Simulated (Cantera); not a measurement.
Input: 1 mol SiC, 0.057 mol H2O, a varied amount of N2, held at 1948 K and 133 Pa.

Equilibrium computed with Cantera from the NASA thermochemical tables; the gas is ideal and each condensed phase is pure. Candidate condensed phases: C, C6H6, C7H8, C8H18, H2O, Si, SiC, SiO2, Si2N2O, Si3N4; 151 gas species. Equilibrium is a limit: real reactors are often held back by kinetics, nucleation or transport.

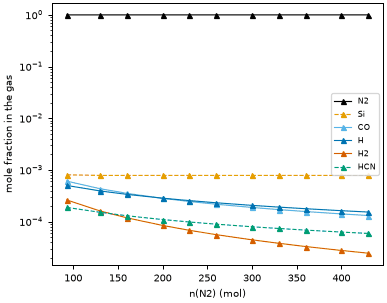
Figure. Equilibrium gas composition (values under 1e-9 drawn at 1e-9)

Read off the mole fractions at 330 mol N2.

N2 about 1.00, Si about 0.00078, H about 0.00019, CO about 0.00017, HCN about 7.4e-5, H2 about 3.8e-5.
